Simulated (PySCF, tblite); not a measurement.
# C4H7F2N: a rotation path, then NMR shifts on frames, part 2 of 2

tblite 0.8.0 and PySCF 2.14.0. Atoms count from 0.

## (5) Shielding tensors: image 5, PBE0/pcSseg-1

What the job is given:

```
{"job": {"kind": "nmr", "xc": "PBE0", "basis": "pcSseg-1", "pop": false}, "charge": 0, "multiplicity": 1}
F     -1.938400    -0.720600    -1.247300
C     -1.754500    -0.103400    -0.063400
F     -2.690800     0.879700    -0.002000
C     -0.339300     0.482500     0.064300
C      0.653400    -0.292000     0.944800
C      1.602600    -0.265800    -0.260900
N      0.501000     0.210500    -1.094300
H     -1.989500    -0.828900     0.732300
H     -0.443000     1.540100     0.345500
H      0.999000     0.218300     1.839300
H      0.308600    -1.290200     1.197700
H      1.984500    -1.232500    -0.593800
H      2.436500     0.433300    -0.142900
H      0.669300     0.968500    -1.741300
```

With the program's defaults for keys left out, this is: GIAO PBE0/pcSseg-1 NMR shielding, non-relativistic, gas phase.

The log of the run:

```text
coarse grid: 11920 points
cycle   1  E = -410.4152895073  dE =  9.972e-01  |g| = 6.994e-01  |ddm| = 3.237e+00
cycle   2  E = -410.3423393049  dE =  7.295e-02  |g| = 9.969e-01  |ddm| = 1.122e+00
cycle   3  E = -410.5005607768  dE = -1.582e-01  |g| = 5.427e-02  |ddm| = 6.627e-01
cycle   4  E = -410.5010017627  dE = -4.410e-04  |g| = 2.740e-02  |ddm| = 6.096e-02
cycle   5  E = -410.5011624326  dE = -1.607e-04  |g| = 6.355e-03  |ddm| = 2.642e-02
cycle   6  E = -410.5011705361  dE = -8.104e-06  |g| = 1.155e-03  |ddm| = 5.689e-03
final grid: 116640 points
cycle   7  E = -410.5545497204  dE = -4.498e-05  |g| = 8.226e-03  |ddm| = 2.951e-02
cycle   8  E = -410.5545407235  dE =  8.997e-06  |g| = 1.087e-02  |ddm| = 1.512e-02
cycle   9  E = -410.5545651527  dE = -2.443e-05  |g| = 8.084e-04  |ddm| = 8.275e-03
cycle  10  E = -410.5545652551  dE = -1.024e-07  |g| = 2.536e-04  |ddm| = 7.406e-04
cycle  11  E = -410.5545652649  dE = -9.789e-09  |g| = 6.025e-05  |ddm| = 1.766e-04
cycle  12  E = -410.5545652656  dE = -7.329e-10  |g| = 1.616e-05  |ddm| = 5.888e-05
converged SCF energy = -410.5545652656

GIAO shielding tensors (ppm)
atom      isotropic    diamagn.    paramagn.     s11        s22        s33       span
  0 F      311.058     470.948    -159.889    214.493    316.376    402.306    187.813
  1 C       61.471     238.557    -177.086     45.388     65.834     73.191     27.803
  2 F      295.010     470.757    -175.747    200.338    336.118    348.575    148.237
  3 C      123.310     247.608    -124.298    104.004    123.867    142.058     38.054
  4 C      162.274     249.408     -87.135    148.927    156.513    181.381     32.455
  5 C      140.172     245.874    -105.702    116.139    132.961    171.416     55.277
  6 N      231.534     318.280     -86.746    183.130    247.521    263.950     80.820
  7 H       25.883      27.818      -1.934     23.799     25.521     28.330      4.531
  8 H       27.537      30.853      -3.315     24.324     27.452     30.836      6.512
  9 H       29.363      29.828      -0.464     26.094     27.190     34.805      8.710
 10 H       29.644      30.417      -0.773     27.016     27.897     34.019      7.003
 11 H       28.027      28.571      -0.544     24.211     25.463     34.408     10.197
 12 H       27.837      29.234      -1.397     25.105     25.659     32.746      7.641
 13 H       30.749      32.456      -1.707     23.577     28.513     40.156     16.578
```

It took 38 s on 1 thread, shared host.

Key values: δ C1 125.5, C3 63.6, C5 46.8, C4 24.7, H7 5.83, H8 4.18 ppm.

## (6) Nuclear shieldings: image 6, PBE0/pcSseg-1

What the job is given:

```
{"job": {"kind": "nmr", "xc": "PBE0", "basis": "pcSseg-1", "pop": false}, "charge": 0, "multiplicity": 1}
F     -1.846700    -0.948900    -1.083700
C     -1.752200    -0.094500    -0.046200
F     -2.658600     0.890100    -0.280000
C     -0.339700     0.486700     0.091400
C      0.656300    -0.334300     0.923400
C      1.594400    -0.253500    -0.288800
N      0.490100     0.274800    -1.086600
H     -2.077500    -0.630900     0.860900
H     -0.446100     1.527400     0.429800
H      1.013300     0.133300     1.836600
H      0.308100    -1.341200     1.132700
H      1.963900    -1.205700    -0.673000
H      2.434900     0.432500    -0.143700
H      0.659100     1.063600    -1.695000
```

Level: GIAO PBE0/pcSseg-1 NMR shielding, non-relativistic, gas phase.

The log of the run:

```text
coarse grid: 11920 points
cycle   1  E = -410.4170288878  dE =  1.000e+00  |g| = 6.996e-01  |ddm| = 3.236e+00
cycle   2  E = -410.3435192630  dE =  7.351e-02  |g| = 9.985e-01  |ddm| = 1.131e+00
cycle   3  E = -410.5024548398  dE = -1.589e-01  |g| = 5.457e-02  |ddm| = 6.707e-01
cycle   4  E = -410.5028993958  dE = -4.446e-04  |g| = 2.745e-02  |ddm| = 6.041e-02
cycle   5  E = -410.5030597649  dE = -1.604e-04  |g| = 6.330e-03  |ddm| = 2.625e-02
cycle   6  E = -410.5030677932  dE = -8.028e-06  |g| = 1.089e-03  |ddm| = 5.650e-03
final grid: 116640 points
cycle   7  E = -410.5560844018  dE = -4.272e-05  |g| = 8.171e-03  |ddm| = 2.988e-02
cycle   8  E = -410.5560759305  dE =  8.471e-06  |g| = 1.067e-02  |ddm| = 1.514e-02
cycle   9  E = -410.5560998036  dE = -2.387e-05  |g| = 8.199e-04  |ddm| = 8.155e-03
cycle  10  E = -410.5560999061  dE = -1.025e-07  |g| = 2.480e-04  |ddm| = 7.343e-04
cycle  11  E = -410.5560999152  dE = -9.138e-09  |g| = 5.994e-05  |ddm| = 1.757e-04
cycle  12  E = -410.5560999159  dE = -7.142e-10  |g| = 1.706e-05  |ddm| = 5.871e-05
converged SCF energy = -410.5560999159

GIAO shielding tensors (ppm)
atom      isotropic    diamagn.    paramagn.     s11        s22        s33       span
  0 F      318.879     471.665    -152.786    225.871    322.966    407.800    181.928
  1 C       63.047     237.931    -174.884     44.417     67.719     77.005     32.589
  2 F      300.069     470.660    -170.591    196.236    336.987    366.984    170.748
  3 C      123.731     247.761    -124.030    106.642    123.838    140.714     34.072
  4 C      163.993     249.553     -85.560    150.163    159.655    182.160     31.997
  5 C      140.364     245.821    -105.457    116.432    133.382    171.277     54.844
  6 N      233.572     318.175     -84.603    184.243    252.396    264.076     79.833
  7 H       25.944      27.781      -1.837     23.611     25.593     28.627      5.016
  8 H       27.529      30.848      -3.318     24.472     27.375     30.742      6.271
  9 H       29.460      29.900      -0.440     26.102     27.219     35.059      8.957
 10 H       29.640      30.373      -0.733     26.830     28.080     34.011      7.181
 11 H       28.026      28.544      -0.518     24.232     25.477     34.369     10.137
 12 H       27.840      29.228      -1.388     25.051     25.647     32.821      7.770
 13 H       30.824      32.446      -1.622     23.574     28.497     40.400     16.826
```

It took 34 s on 1 thread, shared host.

In short: δ C1 123.9, C3 63.2, C5 46.6, C4 22.9, H7 5.77, H8 4.19 ppm.

## (7) Nuclear shieldings: image 8, PBE0/pcSseg-1

What the job is given:

```
{"job": {"kind": "nmr", "xc": "PBE0", "basis": "pcSseg-1", "pop": false}, "charge": 0, "multiplicity": 1}
F     -1.793900    -1.259900    -0.623300
C     -1.761300    -0.059500    -0.007600
F     -2.521300     0.780200    -0.754600
C     -0.337000     0.473100     0.131200
C      0.659900    -0.434000     0.868300
C      1.597100    -0.206200    -0.327000
N      0.470100     0.347100    -1.075200
H     -2.256000    -0.171500     0.972300
H     -0.413700     1.487100     0.551600
H      1.005500    -0.082300     1.835900
H      0.310500    -1.459700     0.945600
H      2.016500    -1.097300    -0.795800
H      2.401900     0.505200    -0.111400
H      0.621000     1.177300    -1.632200
```

With the program's defaults for keys left out, this is: GIAO PBE0/pcSseg-1 NMR shielding, non-relativistic, gas phase.

The log of the run:

```text
coarse grid: 11920 points
cycle   1  E = -410.4235068689  dE =  9.968e-01  |g| = 6.950e-01  |ddm| = 3.231e+00
cycle   2  E = -410.3511497630  dE =  7.236e-02  |g| = 9.906e-01  |ddm| = 1.098e+00
cycle   3  E = -410.5078582220  dE = -1.567e-01  |g| = 5.379e-02  |ddm| = 6.517e-01
cycle   4  E = -410.5082890233  dE = -4.308e-04  |g| = 2.656e-02  |ddm| = 5.845e-02
cycle   5  E = -410.5084395620  dE = -1.505e-04  |g| = 6.342e-03  |ddm| = 2.531e-02
cycle   6  E = -410.5084479212  dE = -8.359e-06  |g| = 8.535e-04  |ddm| = 5.574e-03
final grid: 116640 points
cycle   7  E = -410.5611944132  dE = -4.118e-05  |g| = 8.215e-03  |ddm| = 2.917e-02
cycle   8  E = -410.5611858925  dE =  8.521e-06  |g| = 1.065e-02  |ddm| = 1.532e-02
cycle   9  E = -410.5612102886  dE = -2.440e-05  |g| = 8.246e-04  |ddm| = 8.276e-03
cycle  10  E = -410.5612103908  dE = -1.022e-07  |g| = 2.438e-04  |ddm| = 7.269e-04
cycle  11  E = -410.5612103995  dE = -8.661e-09  |g| = 5.936e-05  |ddm| = 1.724e-04
cycle  12  E = -410.5612104001  dE = -6.786e-10  |g| = 1.727e-05  |ddm| = 5.442e-05
converged SCF energy = -410.5612104001

GIAO shielding tensors (ppm)
atom      isotropic    diamagn.    paramagn.     s11        s22        s33       span
  0 F      331.177     472.774    -141.598    232.578    341.875    419.076    186.499
  1 C       65.098     236.732    -171.634     43.324     69.852     82.118     38.795
  2 F      319.568     470.545    -150.977    210.222    338.129    410.353    200.130
  3 C      124.273     248.426    -124.152    106.244    125.808    140.768     34.524
  4 C      165.755     249.327     -83.573    151.184    164.043    182.037     30.853
  5 C      140.512     246.059    -105.547    116.984    134.320    170.232     53.247
  6 N      233.905     318.281     -84.376    183.985    253.014    264.717     80.732
  7 H       25.976      27.615      -1.639     23.556     25.087     29.284      5.728
  8 H       27.589      30.911      -3.321     24.922     26.954     30.892      5.970
  9 H       29.714      29.911      -0.197     26.078     27.295     35.768      9.691
 10 H       29.365      30.152      -0.787     26.139     28.537     33.417      7.278
 11 H       28.099      28.564      -0.465     24.351     25.459     34.485     10.134
 12 H       27.880      29.339      -1.459     24.981     25.777     32.883      7.902
 13 H       30.904      32.550      -1.645     23.403     28.513     40.797     17.395
```

It took 38 s on 1 thread, shared host.

This run: δ C1 121.8, C3 62.7, C5 46.4, C4 21.2, H7 5.74, H8 4.13 ppm.

## (8) Run by run: NMR shifts

Shifts (ppm) of some atoms, chosen among heavy atoms and hydrogens apart, with basis size and wall time:

```csv
frame,C1,C4,H7,H9,F0,F2,N6,functions,time
image 0,128.6,21.8,6.10,2.29,-141.9,-149.4,39.3,154,48 s
image 2,126.9,23.9,5.89,2.32,-142.5,-145.3,36.3,154,41 s
image 5,125.5,24.7,5.83,2.35,-140.1,-124.1,36.2,154,38 s
image 6,123.9,22.9,5.77,2.26,-147.9,-129.1,34.2,154,34 s
image 8,121.8,21.2,5.74,2.00,-160.2,-148.6,33.8,154,38 s
```

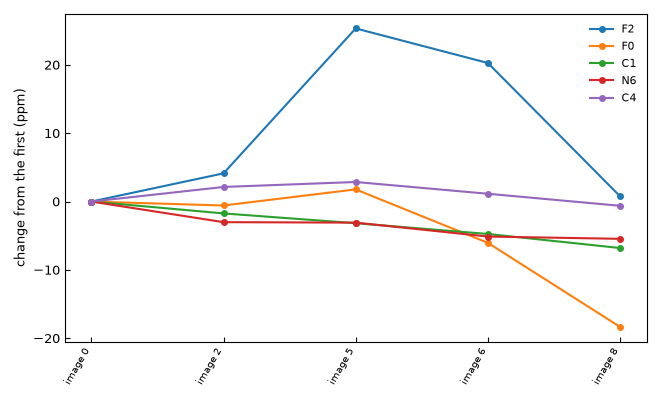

How five of the tabulated atoms move from run to run.

## (9) Results

This closing draws on all 2 parts.

| quantity | value |
| --- | --- |
| barrier | 0.149 eV (3.4 kcal/mol) at image 5 |
| end to end (GFN2-xTB) | 0.094 eV |
| 13C shifts against TMS (PBE0/pcSseg-1, image 0) | 128.6, 62.6, 46.7, 21.8 ppm |
| 1H shifts against TMS (PBE0/pcSseg-1, image 0) | 6.10, 4.10, 3.79, 3.62, 2.31, 2.29, 1.03 ppm |
| 19F shifts against CFCl3 (PBE0/pcSseg-1, image 0) | -141.9, -149.4 ppm |
| 15N shifts against NH3 (PBE0/pcSseg-1, image 0) | 39.3 ppm |
| surface potential, 1st and 99th percentile | -1.26 V and 1.43 V |
| range of the shift of F2 | -149.4 to -124.1 ppm |

What this shows: Along the band the dihedral turns by 129°, and the top (dihedral 240°) lies 3.4 kcal/mol above the start (GFN2-xTB, rough), so at room temperature this motion is fast. The top was not checked by a frequency run. Shifts at one fixed geometry are not the observed spectrum, which averages over the motion. In the first frame run (image 0): The widest tensor belongs to F2: span 167 ppm, with a paramagnetic part of -151 ppm. Across the 5 runs the shift of F2 moves most, between -149.4 (image 0) and -124.1 ppm (image 5).
